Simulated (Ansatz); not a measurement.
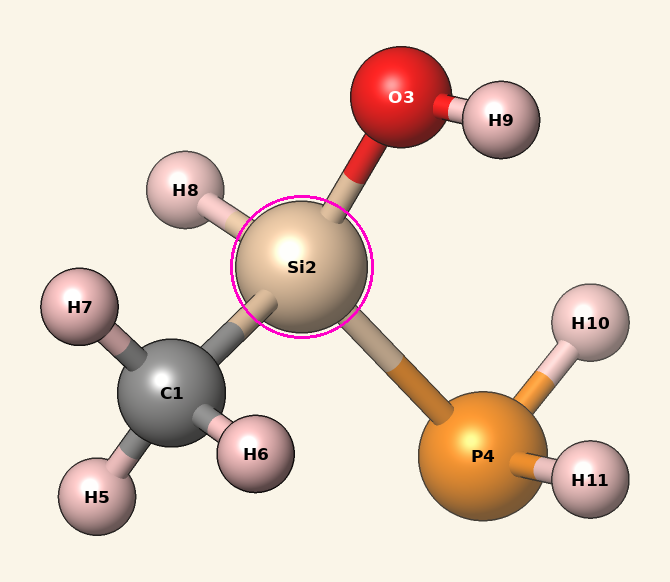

Atoms fade into the background with distance from the viewer. Circles mark the stereogenic atoms. The geometry was computed by an optimisation with PBE0-D4/def2-TZVP. No frequency run is at hand to confirm it as a minimum.

**What are the Cahn–Ingold–Prelog descriptors?**

Si2: S (priorities P4 > O3 > C1 > H8).

**Write the isomeric SMILES.**

C[Si@@H](O)P
